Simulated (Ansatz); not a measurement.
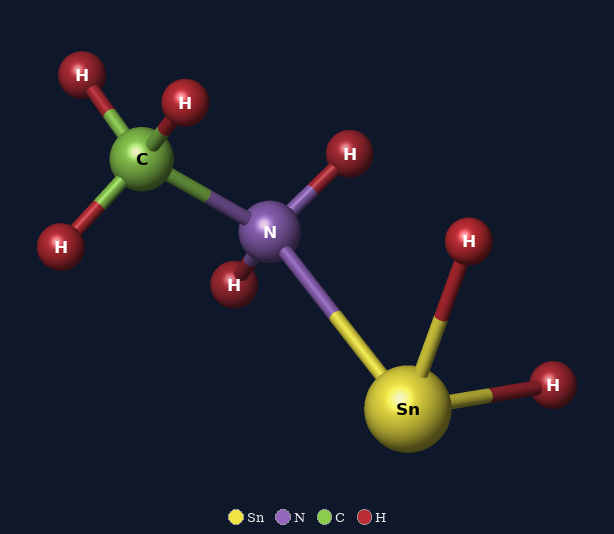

Ball-and-stick drawing of a structure.

The computed structure is the end point of a PBE0-D4/def2-TZVP optimisation.

Count the atoms of each element.

CH₇NSn, 10 atoms: 1 carbon, 7 hydrogen, 1 nitrogen and 1 tin.

Count the bonded pairs by element.

3 C–H, 2 Sn–H, 2 N–H, 1 N–Sn, 1 C–N. Sticks follow a distance rule.

Give the symmetry (Schoenflies symbol).

C1.

How many atoms are distinct by symmetry?

10: 1 Sn, 1 N, 1 C, 1 H, 1 H, 1 H, 1 H, 1 H, 1 H, 1 H.

More results for the same structure follow; atom numbers are the same in all pictures, views and colours differ.

Shape

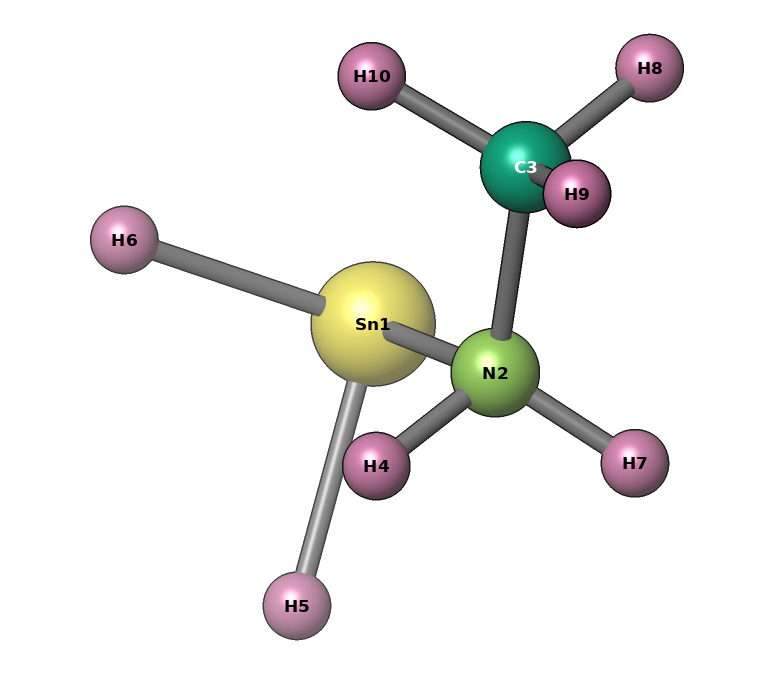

Sn1 lies behind N2. The molecule seen a little off the N2–Sn1 bond, N2 in front. Depth is shown by fading: the farther an atom, the more it takes the colour of the background.

What is the torsion angle C3–N2–Sn1–H5? The sign is positive where the front bond must turn clockwise to cover the back bond.

−162°, antiperiplanar (anti).

Electronic properties

Level of theory: RKS PBE0-D4/def2-TZVPP, core potentials on Sn (Ansatz 0.2.0).

What is the LUMO energy (Kohn–Sham orbital)?

−0.77 eV.

What is the HOMO energy (Kohn–Sham orbital)?

−5.57 eV.

Estimate the dispersion correction.

−14.7 kJ/mol.

Thermal motion

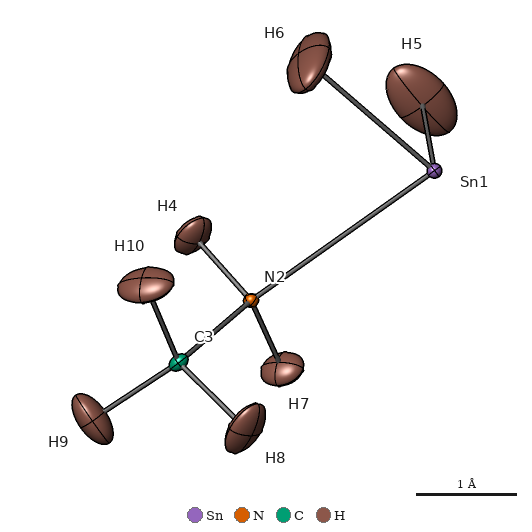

Displacement ellipsoids at the 50 % level, from the internal vibrations of the free molecule (harmonic, no overall translation or rotation; no half-axis is drawn under 0.075 Å). Vibrations computed with RKS PBE0-D4/def2-TZVP, core potentials on Sn (Ansatz 0.2.0). Temperature: 0 K (zero-point motion alone).

Which atom has the largest mean-square displacement?

H6, with U_eq = 0.0430 Å².

Does H6 move more along its bond or across it?

Across it: the root-mean-square amplitude is 0.100 Å along the bond and up to 0.295 Å across, since bending and torsion are softer than stretching.

List U_eq and the three principal root-mean-square amplitudes for each kind of atom.

| atom | U_eq (Å²) | rms amplitudes (Å) |
| --- | --- | --- |
| Sn1 | 0.00006 | 0.003, 0.004, 0.013 |
| N2 | 0.0021 | 0.041, 0.043, 0.053 |
| C3 | 0.0023 | 0.026, 0.035, 0.070 |
| H4 | 0.0159 | 0.077, 0.128, 0.160 |
| H5 | 0.0430 | 0.100, 0.182, 0.293 |
| H6 | 0.0430 | 0.100, 0.179, 0.295 |
| H7 | 0.0156 | 0.078, 0.129, 0.155 |
| H8 | 0.0220 | 0.077, 0.136, 0.203 |
| H9 | 0.0207 | 0.096, 0.128, 0.191 |
| H10 | 0.0218 | 0.077, 0.141, 0.198 |

Dipole moment

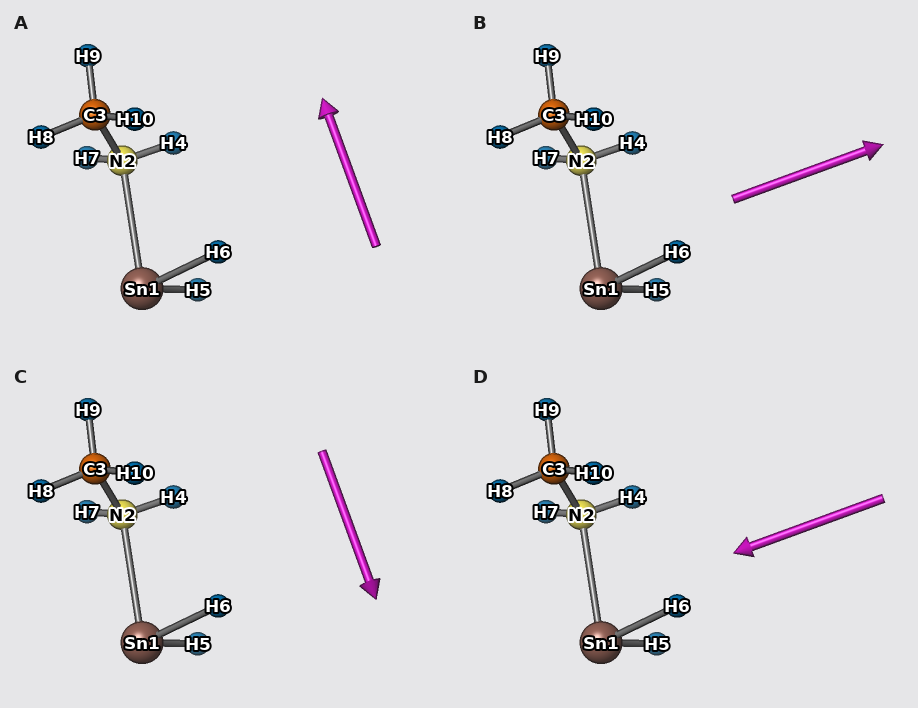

The same molecule four times, each with an arrow. Properties computed with RKS PBE0-D4/def2-TZVP, core potentials on Sn (Ansatz 0.2.0).

Which arrow points along the dipole moment, from the negative to the positive end?

A. The dipole moment is 4.75 D; it points from the side of Sn1, H5, H6 to the side of H9 (the outermost atoms at the two ends).
